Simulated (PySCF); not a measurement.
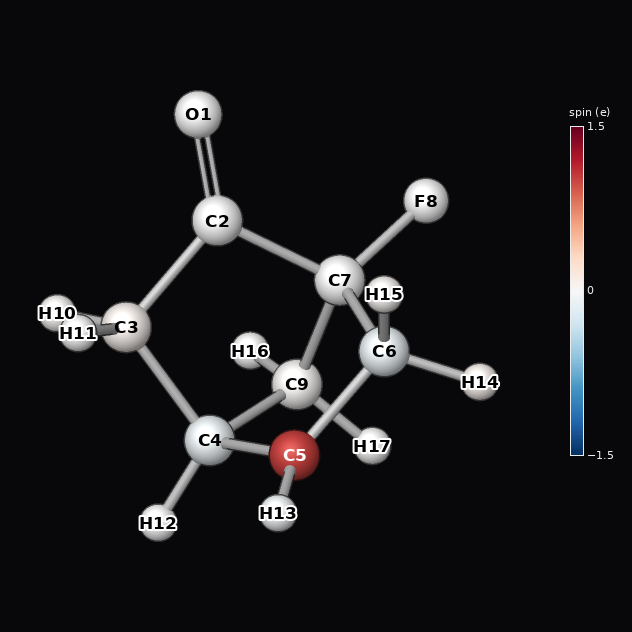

Atoms are coloured by their Mulliken spin populations. Charge 0, doublet. The geometry was computed by an optimisation with GFN2-xTB. No frequency run is at hand to confirm it as a minimum. Method: UKS B3LYP, pcH-1 on C F H O, non-relativistic (PySCF 2.14.0).

> Which atom carries the largest spin population?

C5 (1.02 e).

> Which atom has the lowest spin population?

C6 (−0.09 e); a negative value comes from spin polarisation.

List the Mulliken spin populations.

```csv
atom,value (e)
O1,0.00
C2,0.00
C3,0.05
C4,−0.07
C5,1.02
C6,−0.09
C7,0.01
F8,0.00
C9,0.02
H10,0.01
H11,0.00
H12,0.01
H13,−0.04
H14,0.05
H15,0.03
H16,0.00
H17,0.00
```

Mulliken values depend strongly on the basis set.
